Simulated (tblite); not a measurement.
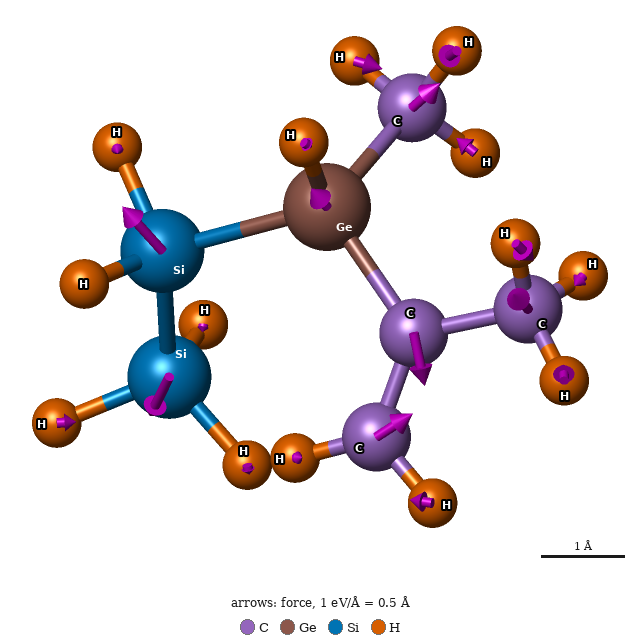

Starting geometry of C4H14GeSi2 with the computed forces as purple arrows. A ball-and-stick model, seen from a free direction.

All numbers below come from tblite, GFN2-xTB geometry optimisation, gas phase. 

**Is this structure relaxed? If not, where do the atoms go?**

It isn't relaxed: the largest force vector, on a Si atom, is 1.82 eV/Å. The final displacements have little in common with the starting forces (cosine between the two patterns 0.17). The largest move after the best rigid fit is that of an H atom, 0.73 Å. Largest moves by element: H 0.73 Å, Si 0.23 Å, C 0.21 Å, Ge 0.08 Å. Near-neighbour distances that change, for instance: Si–Si 2.207 → 2.319 Å, Ge–Si 2.279 → 2.360 Å, C–Ge 1.926 → 1.978 Å, C–Ge 1.953 → 1.986 Å. Bond angles that change, for instance: Si–Ge–H 108.4° → 114.9°, C–C–H 103.9° → 109.9°, H–C–H 113.6° → 107.9°. Groups turn about C–Ge by about 30°. Over 130 geometry steps the energy falls by 9.70 kcal/mol.
